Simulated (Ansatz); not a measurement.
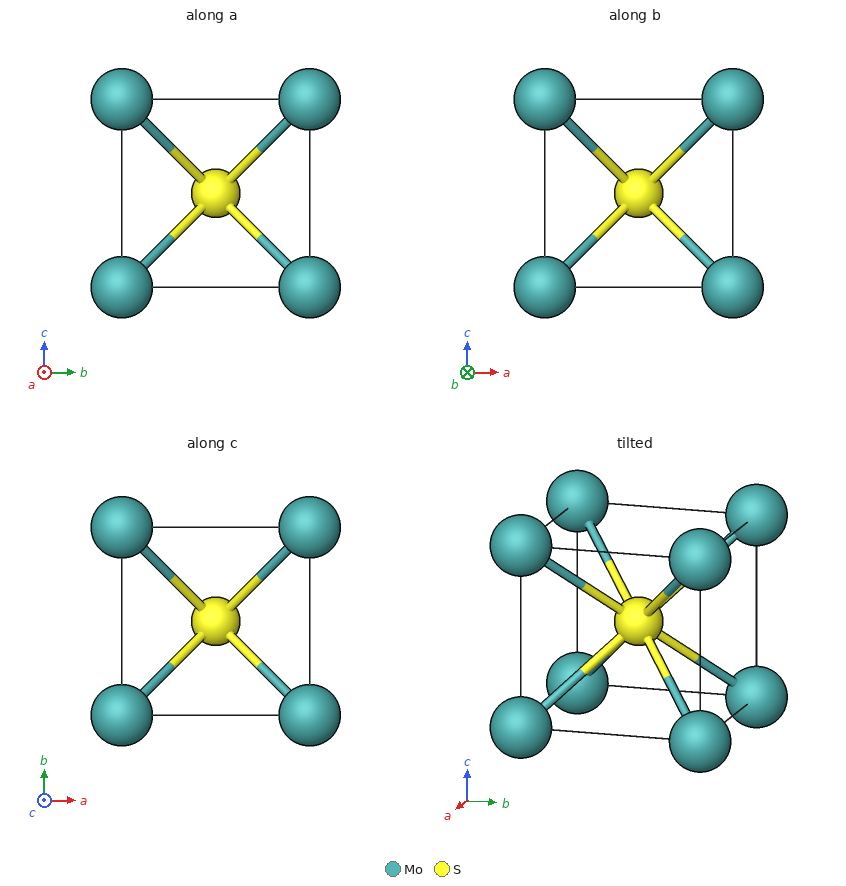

The figure gives a ball-and-stick picture of the atoms, viewed along the a axis, along the b axis, along the c axis and slightly off an axis. One conventional unit cell is framed, with atoms on its boundary repeated.

Lattice parameters: a = 3.155 Å, b = 3.155 Å, c = 3.155 Å, α = 90.00°, β = 90.00°, γ = 90.00°.

> From the views, write a table of Wyckoff sites.

Space group Pm-3m (No. 221).
| atom | site | x | y | z |
| --- | --- | --- | --- | --- |
| Mo | 1a | 0.0000 | 0.0000 | 0.0000 |
| S | 1b | 0.5000 | 0.5000 | 0.5000 |

The structure comes from a structure type filled with these elements by a generator (whether the compound takes this form wasn't checked). Earlier steps of the study may have refined or changed the cell and positions. An electronic-structure calculation with Ansatz was run on it.

At this level of theory the cell isn't at rest (compressed, at 14 GPa), so its distances can differ from those at equilibrium, the more so the softer the solid.
